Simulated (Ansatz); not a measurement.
Cost and result by functional for the surface energy of the (11-21) surface of hcp Mg in its 1x1 cell, outermost plane spacing 0.76 Å in the ideal cut, in Ansatz (plane waves, PAW). Single points on the PBE structure, on one kind of machine; costs are rough ratios of the slab run's core time (references not counted) to the cheapest single point. r2SCAN's cost holds its higher cutoff (500 against 420 eV). Differences are taken against r2SCAN for comparison alone: no measured value is at hand, so the table doesn't rank accuracy.

Model: 14-atom slab, 9.9 Å thick at the start (thin: gaps and levels are the slab's own), 8x7x1 mesh, Fermi-Dirac 0.1 eV, dipole correction, all atoms relaxed; symmetry of the start imposed; no spin, no spin-orbit, no U. These notes are the PBE run's.

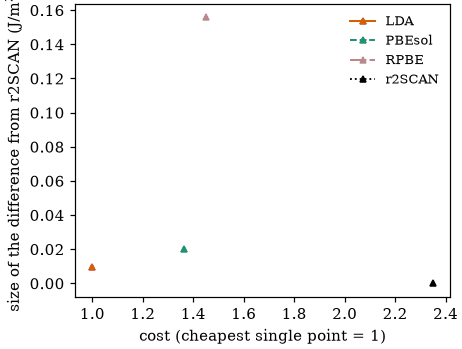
*Difference from r2SCAN against cost*

| functional | relative cost | surface energy (J/m²) | less r2SCAN (J/m²) |
|---|---|---|---|
| LDA | 1 | 0.84 | -0.01 |
| PBEsol | 1 | 0.83 | -0.02 |
| RPBE | 1 | 0.70 | -0.16 |
| r2SCAN | 2 | 0.85 | 0.00 |
| PBE (the relaxed run's value) | – | 0.75 | -0.10 |

The values span 0.16 J/m², while the single points' costs differ by a factor of roughly 2. Differences are of unrounded values.

Ansatz is a program for electronic structure.
